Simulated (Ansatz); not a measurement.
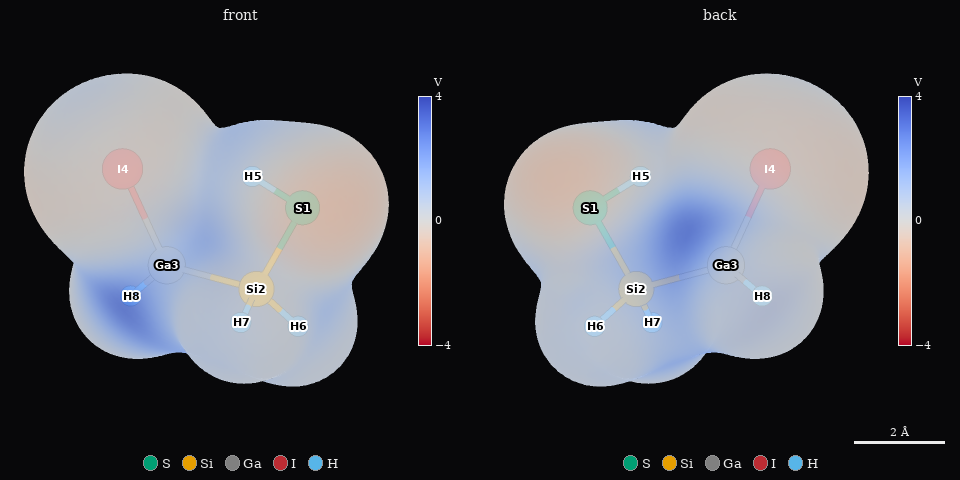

GaH$_{4}$ISSi (SMILES S[SiH2][GaH][I]). The molecular electrostatic potential painted on the density surface at 0.002 e/bohr³, seen from the front and from behind; red is negative and blue positive.

Geometry: PBE0-D4/def2-TZVP; core potentials replace the inner electrons of I.

All numbers below come from RKS PBE0-D4/def2-TZVPP (Ansatz).

```yaml
atoms:
  - { symbol: S, position_ang: [-1.5397, 1.6027, -0.3292] }
  - { symbol: Si, position_ang: [0.4099, 0.9961, 0.3034] }
  - { symbol: Ga, position_ang: [0.7273, -1.3002, -0.3423] }
  - { symbol: I, position_ang: [-1.4087, -2.6081, -0.1413] }
  - { symbol: H, position_ang: [-2.1035, 0.4094, -0.0560] }
  - { symbol: H, position_ang: [1.3652, 1.9190, -0.3629] }
  - { symbol: H, position_ang: [0.6047, 1.1224, 1.7755] }
  - { symbol: H, position_ang: [1.9448, -2.1412, -0.8473] }
```

> Where is the surface potential most negative and most positive?

The most negative region (about −0.7 V, or −16 kcal/mol for a unit charge) lies over S1, the most positive (about +2.9 V, or +67 kcal/mol for a unit charge) over Ga3. I4 shows a σ-hole: about +0.4 V, or +9 kcal/mol for a unit charge at the tip opposite its bond, against about −0.1 V on its flanks.
